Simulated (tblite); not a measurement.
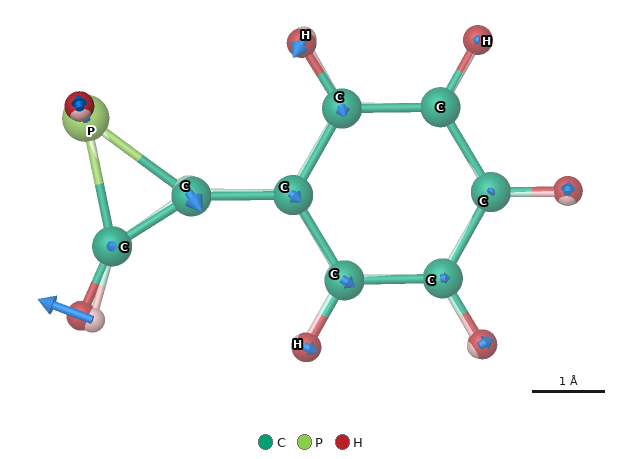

This is a relaxation of C₈H₇P. The starting structure is drawn faded, the final one solid; blue arrows show the displacements, magnified 5 times. The two geometries are superimposed by the best rigid fit.

A ball-and-stick model, seen face on.

Theory: GFN2-xTB geometry optimisation, gas phase (tblite). 

What happened in the run?

Answer. An H atom moves most after the best rigid fit: 0.17 Å. By element the largest moves are H 0.17 Å, C 0.08 Å, P 0.04 Å. Some distances before and after: C–P 1.757 → 1.844 Å, C–P 1.809 → 1.836 Å, C–C 1.411 → 1.395 Å, C–C 1.396 → 1.381 Å. Among the angles between lasting bonds that change: P–C–H 152.6° → 144.4°, C–C–H 141.0° → 146.1°, C–C–C 144.0° → 148.5°. The energy falls by 0.139 eV in 40 geometry steps.
